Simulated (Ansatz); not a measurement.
```tsv
atom	x (Å)	y (Å)	z (Å)
In	1.7136	0.5113	-0.5360
Cl	-1.2269	-0.5393	-1.1599
H	-0.9095	-0.2924	0.0981
Cl	0.4229	0.3204	1.5978
```

The product side of a reaction path; geometry: PBE0-D4/def2-TZVP; core potentials replace the inner electrons of In.

Method: RKS PBE0-D4/def2-TZVPP (Ansatz 0.2.0).

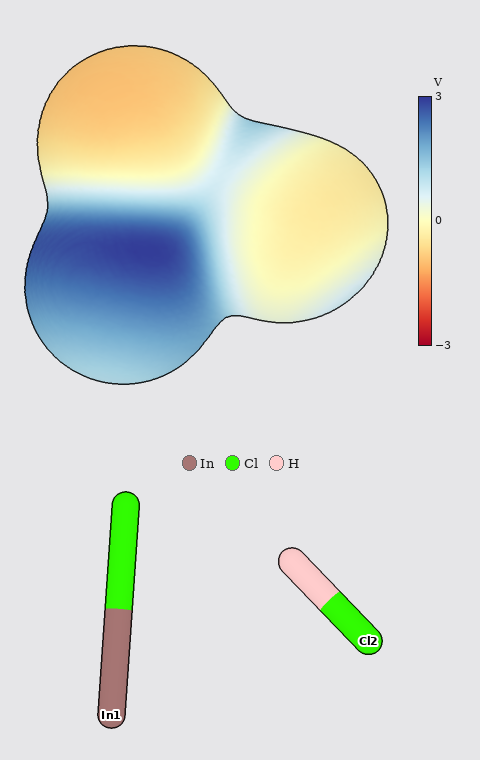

ClIn···HCl. The electrostatic potential painted on the density surface at 0.004 e/bohr³, seen across its widest extent; red is negative and blue positive. The bare structure is drawn below in the same view.

Q: Which sites attract a positive test charge, and which a negative one?

A: A positive charge is drawn to the negative regions and a negative charge to the positive ones. The most negative region (about −1.0 V) lies over Cl4, the most positive (about +2.9 V) over In1.
